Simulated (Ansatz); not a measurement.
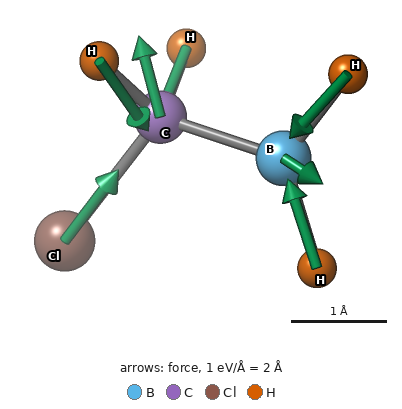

Starting geometry of CH₄BCl with the computed forces as green arrows. A ball-and-stick model, seen at a tilt.

The start comes from PBE-D4/def2-SVP.

The calculation used RKS PBE0-D4/def2-TZVP (Ansatz).

The input:
```yaml
crystal:
  periodic: [false, false, false]
  atoms:
    - {symbol: B, position_ang: [-0.688476, -0.011938, -0.636365]}
    - {symbol: C, position_ang: [0.447445, -0.091957, 0.426034]}
    - {symbol: Cl, position_ang: [1.402460, 1.406973, 0.731483]}
    - {symbol: H, position_ang: [-1.331216, -1.028848, -0.840549]}
    - {symbol: H, position_ang: [-0.945914, 0.999840, -1.256339]}
    - {symbol: H, position_ang: [1.154592, -0.903118, 0.134105]}
    - {symbol: H, position_ang: [0.022408, -0.438853, 1.395830]}
basis:
  gaussian: {orbitals: def2-TZVP}
hamiltonian: {xc: pbe0, dispersion: d4}
relax: {f_tol: 0.005, max_steps: 150}
```

Command:
```bash
ansatz run in.yaml --threads 2 --pin off --events-out ev --progress --plain --max-ram 4352MiB
```

### What follows when this structure is relaxed?

It isn't relaxed: the largest force vector, on H6, is 0.58 eV/Å. The final displacements follow the starting forces only in part (cosine between the two patterns 0.84). The atom that moves furthest after the best rigid fit is Cl3 (0.031 Å). By element the largest moves are Cl 0.031 Å, H 0.026 Å, C 0.010 Å, B 0.003 Å. Some distances before and after: B1–H4 1.220 → 1.198 Å, B1–H5 1.214 → 1.192 Å, C2–Cl3 1.803 → 1.783 Å, C2–H6 1.115 → 1.096 Å. Over 5 geometry steps the energy falls by 2.96 kJ/mol. Largest force component: 0.49 eV/Å at the start, 0.0015 eV/Å at the end. The run took 13 s on 2 threads of Arm Neoverse V1 (shared host).
